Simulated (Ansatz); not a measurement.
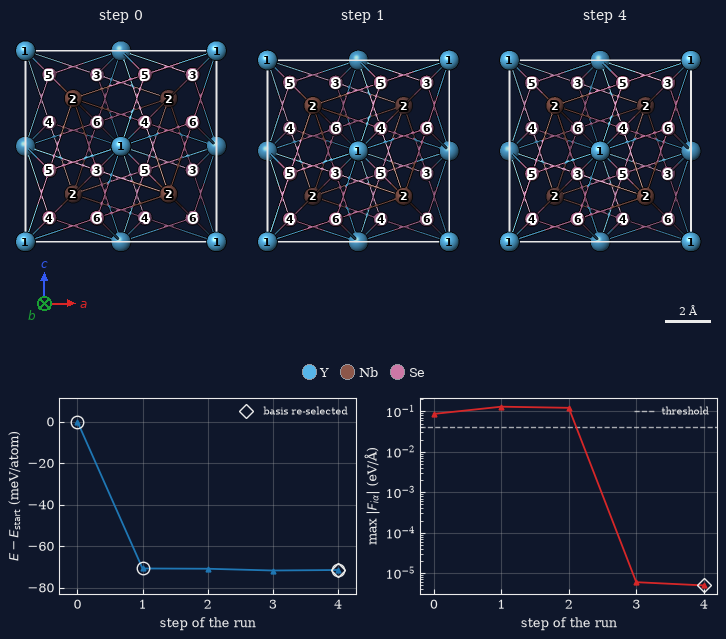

Frames of a relaxation of crystalline YNbSe4 (a generated structure, set up in F-43m) (coarse preliminary run), marked on the history of the run. A ball-and-stick model of the conventional cell (4 times the calculation's cell), seen along the b axis. Lengths and directions refer to the drawn axes.

These are results of DFT PBE, scalar-relativistic, plane waves, PAW (Ansatz 0.2.0), not measurements. Set-up: plane-wave cutoff 420 eV; k-point mesh 4 × 4 × 4; occupations gaussian; smearing width 0.1 eV; collinear spin; cell and atoms relaxed; force threshold 0.04 eV/Å; at most 70 steps.

Describe the path.

The energy falls by 71.5 meV per atom in 3 accepted moves (4 points after the start). The largest force component goes from 0.086 to under 0.0001 eV/Å. Pressure: −6.07 GPa at the start and 0.01 GPa at the end. The SCF was repeated once at an unchanged geometry on a basis and grid sized afresh for the cell, which shifted the energy by 0.2 meV per atom at most. The largest moves relative to the cell, 0.006 Å, are those of Se3, Se4, Se5 and Se6. Se3 goes along [1 1 1]. Y and Nb stay in place. The drawn cell changes as follows: a = b = c 8.518 → 8.093 Å (−5.0 %); the volume changes by −14.2 %. Some distances before and after: Y1–Nb2 3.688 → 3.504 Å, Nb2–Se3 3.532 → 3.355 Å, Y1–Se3 3.531 → 3.356 Å. The space group stays F-43m (No. 216). From step 0 to 1: Se atoms move most (0.02 Å), volume −13.9 %, energy −70.8 meV per atom. From step 1 to 4: volume −0.3 %, energy −0.7 meV per atom.
